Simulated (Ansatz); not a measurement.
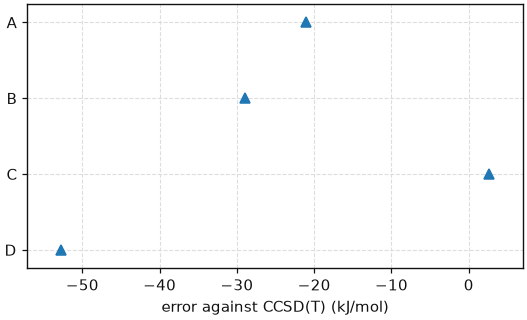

Error in the electronic atomisation energy (method less reference, so positive means overbinding) of C₂H₃AlO, SMILES C#[C][AlH][OH], singlet: functionals in def2-TZVPP against frozen-core CCSD(T) at the limit (MP2 extrapolated from triple and quadruple zeta, plus CCSD(T) less MP2 in a smaller set), which gives 2818.7 kJ/mol, at a PBE0-D4/def2-TZVP geometry (a minimum by its frequencies), no zero-point or spin-orbit term, the Ansatz code 0.2.0. The reference leaves out core correlation, a term that grows with the number of heavy atoms. Limit means the basis limit.

Question: The letters stand for B3LYP-D4, B97M-V, CCSD limit and PBE0-D4. Which is which?

Answer: A: B3LYP-D4 (−21.0 kJ/mol); B: PBE0-D4 (−29.0 kJ/mol); C: B97M-V (2.6 kJ/mol); D: CCSD limit (−52.7 kJ/mol).
